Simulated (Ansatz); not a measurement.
**Br₃FTi (SMILES [F][Ti]([Br])([Br])[Br]): density, localisation and related maps**

Input

```
crystal:
  periodic: [false, false, false]
  atoms:
    - symbol: Br
      position_ang: [1.199642, 1.357304, -0.757710]
    - symbol: Br
      position_ang: [2.509731, -2.155227, -1.216706]
    - symbol: Br
      position_ang: [2.143740, -0.714873, 2.255558]
    - symbol: F
      position_ang: [-0.370292, -1.386453, 0.215526]
    - symbol: Ti
      position_ang: [1.230013, -0.778110, 0.131314]
basis:
  gaussian: {orbitals: def2-TZVPD}
output: {forces: true, orbitals: {seedname: orbitals}}
hamiltonian: {xc: pbe0}
```

Run with:

```sh
ansatz run input.yaml --threads 2 --pin off --max-ram 6090MiB --events-out events.jsonl --progress --plain --runs-dir runs
```

Geometry: PBE0-D4/def2-SVP.

Computed with isolated molecule in a Gaussian basis; Kohn-Sham density functional theory, functional PBE0 in Ansatz 0.2.0.

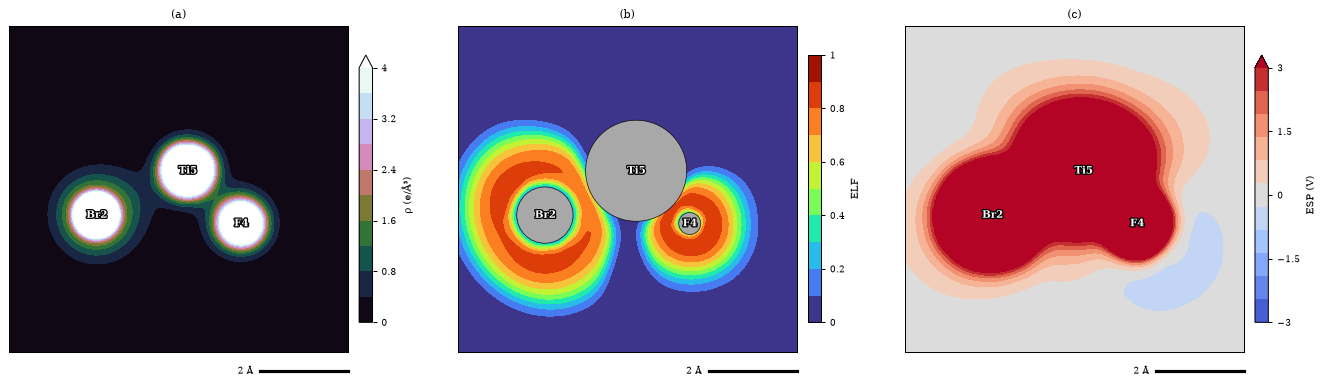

Figure 1. (a) electron density; (b) ELF; (c) molecular electrostatic potential on the plane of atoms Br2, Ti5 and F4. Grey discs cover the atomic cores in the ELF map.

What do the fields say about this system?

Atoms in the plane: Br, F and Ti. Ti–F (1.71 Å): ρ is about 1.2 e/Å³ halfway; the ELF peaks at about 0.85 in the valence shell of F, 0.5 Å from its nucleus, and drops to about 0.25 between the two atoms. Ti–Br (2.31 Å): ρ is about 0.66 e/Å³ halfway; the ELF peaks at about 0.75 in the valence shell of Br, 1.0 Å from its nucleus, and is about 0.60 at the midpoint. Outside the dense part of the molecule the potential is most negative (−0.4 V) near F4.

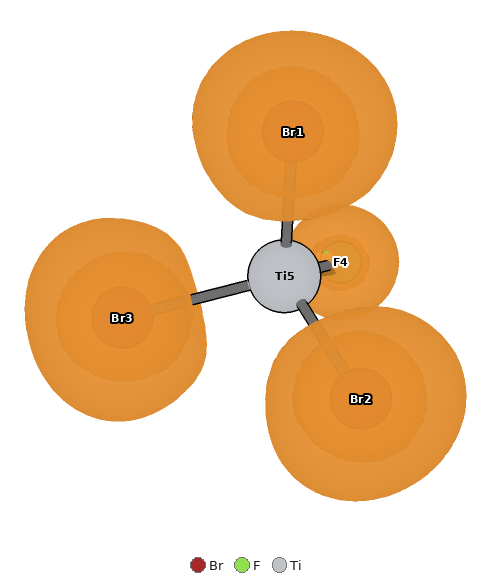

Figure 2. Isosurface of the electron localisation function at 0.75 (orange), seen at a tilt. Core shells and regions of very low density are left out.

What do the ELF domains correspond to?

The ELF exceeds this value in three regions wrapped around Br (the valence shell of each) and one region wrapped around F (its valence shell).

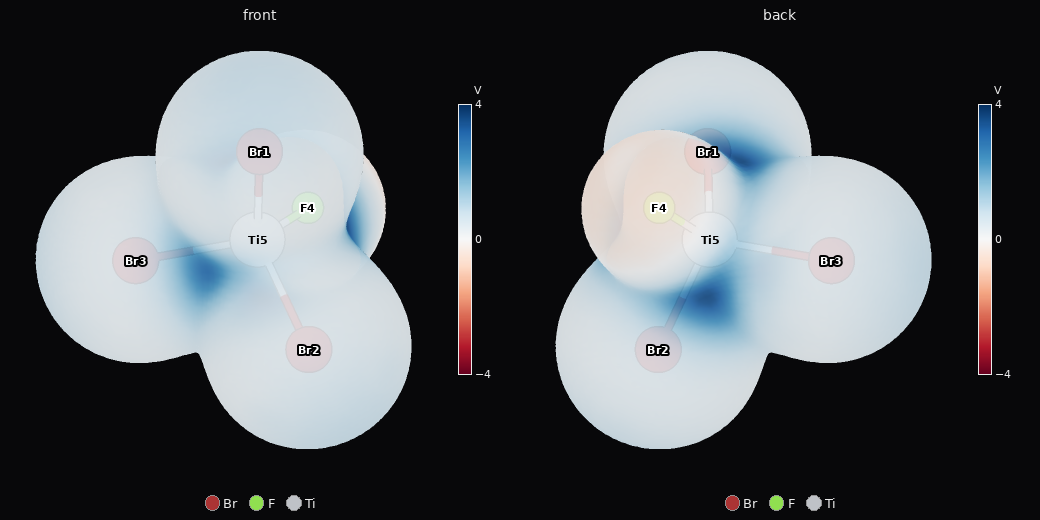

Figure 3. The electrostatic potential painted on the density surface at 0.004 e/bohr³, seen from the front and from behind; red is negative and blue positive.

Where is the surface potential most negative and most positive?

The most negative region (about −0.4 V) lies over F4, the most positive (about +3.4 V) over Ti5. Br1 shows a σ-hole: about +0.8 V at the tip opposite its bond, against about +0.3 V on its flanks. Br2 shows a σ-hole: about +0.8 V at the tip opposite its bond, against about +0.3 V on its flanks. Br3 shows a σ-hole: about +0.8 V at the tip opposite its bond, against about +0.3 V on its flanks.

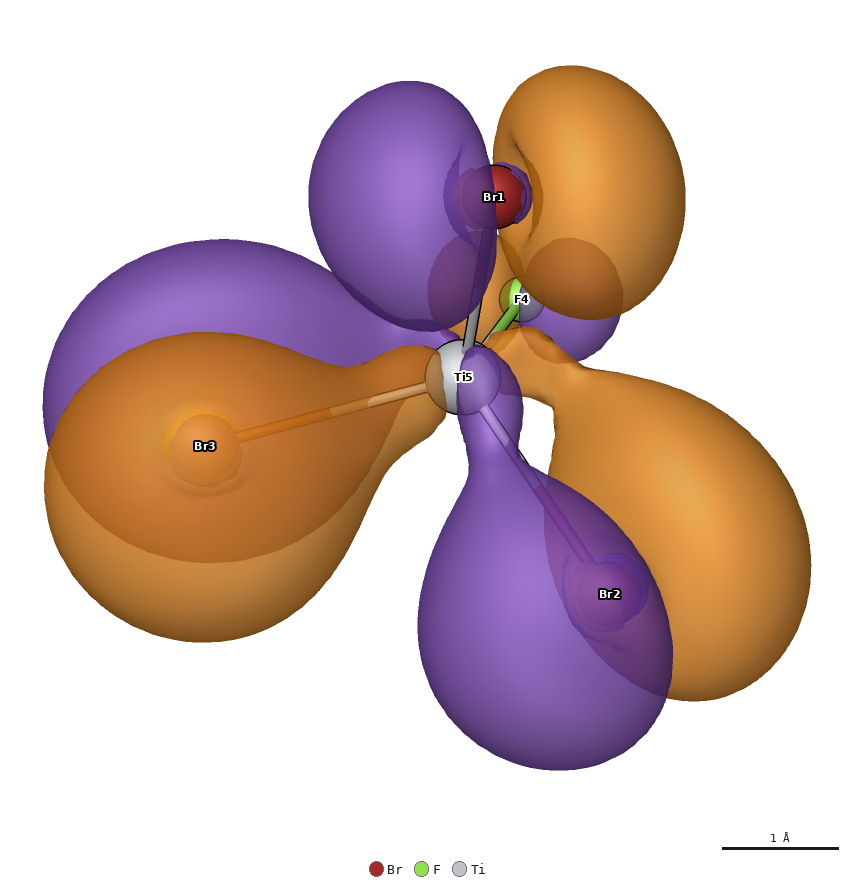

Figure 4. The HOMO−1 at ±0.06 Å⁻³ᐟ² (orange and purple are the two phases), seen at a tilt.

Describe this orbital and give its energy.

It lies mainly on Br3 (about 50 %), Br2 (about 30 %), Br1 (about 10 %) and Ti5 (about 5 %); largely a combination of lone pairs on Br3, Br2 and Br1. It is one of a degenerate set, so its orientation is arbitrary. Its energy is −9.16 eV.
